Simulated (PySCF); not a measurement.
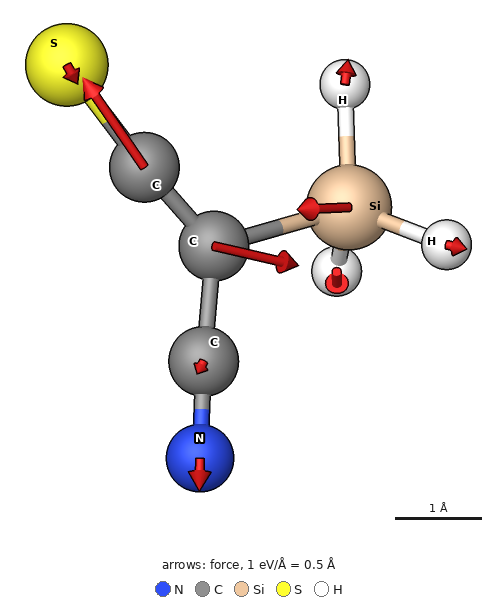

Starting geometry of C3H3NSSi with the computed forces as red arrows. A ball-and-stick model, seen at a tilt.

The start comes from GFN2-xTB. Its atoms were then displaced at random by about 0.01 Å.

Computed with PBE0-D3(BJ)/def2-SVP geometry optimisation, gas phase (PySCF 2.14.0, density-fitted response routines). 

> Is this structure relaxed? If not, where do the atoms go?

It isn't relaxed: the largest force vector, on a C atom, is 2.65 eV/Å. The final displacements follow the starting forces only in part (cosine between the two patterns 0.31). The largest move after the best rigid fit is that of the N atom, 0.14 Å. Largest moves by element: N 0.14 Å, H 0.10 Å, C 0.06 Å, S 0.04 Å, Si 0.03 Å. Near-neighbour distances that change, for instance: C–Si 1.968 → 1.898 Å, H–Si 1.435 → 1.490 Å, C–C 1.289 → 1.325 Å, H–Si 1.461 → 1.490 Å. Bond angles that change, for instance: C–C–Si 114.1° → 119.6°, C–Si–H 105.0° → 108.9°, C–Si–H 105.5° → 108.8°. The energy falls by 15.3 kJ/mol in 6 geometry steps. The run took 31 s on 1 thread of Arm Neoverse V1 (shared host).
